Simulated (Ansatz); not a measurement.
C2H4FO (SMILES [O]CCF) (doublet)

```xyz
8

O    -1.1127    1.3819   -0.1007
C     0.0228    0.7039    0.2011
C     0.0211   -0.7646   -0.1509
F     0.1080   -0.9172   -1.5192
H     0.1962    0.8301    1.2882
H     0.8848    1.2157   -0.2645
H    -0.9069   -1.2348    0.1870
H     0.8790   -1.2721    0.3033
```

Geometry: PBE0-D4/def2-TZVP.

The calculation used UKS PBE0-D4/def2-TZVPP (Ansatz).

**What will maps of the electron density, electron localisation function and spin density show?**

C–O (1.36 Å): ρ at the midpoint is about 2.4 e/Å³, with its minimum of 2 e/Å³ about 0.5 Å from C; the ELF peaks at about 0.85 between the atoms; a shared but strongly polarised pair.
C–C (1.51 Å): ρ is about 1.8 e/Å³ halfway; the ELF peaks at about 1 between the atoms; localised, covalent bonding.
C–H (1.10 Å): ρ is about 2.1 e/Å³ halfway; the ELF climbs to about 1 towards the hydrogen, as it does in any bond to H: a covalent bond by its length.
The unpaired spin (1 electron) lies mostly on O1 (about 0.8), in electrons by Hirshfeld's partition.

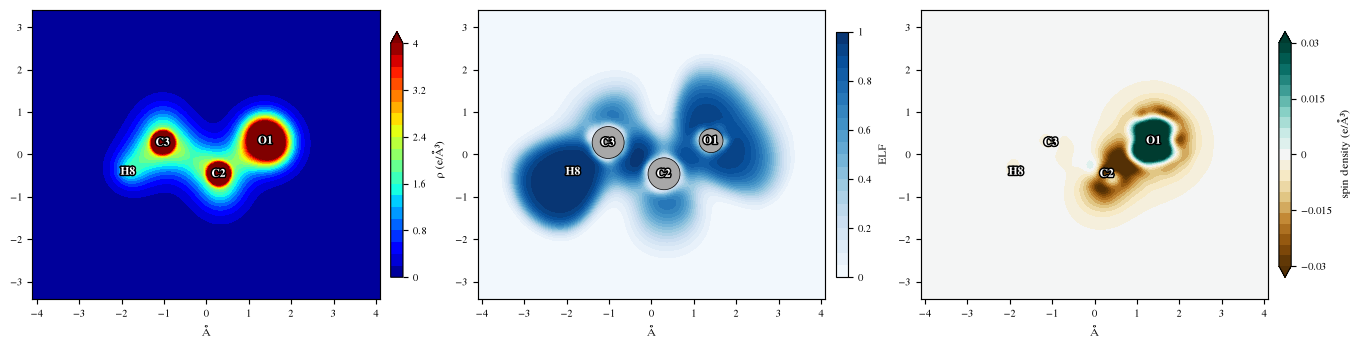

Computed electron density, electron localisation function and spin density on the plane of atoms O1, C2 and C3, in this order. Grey discs cover the atomic cores in the ELF map. 
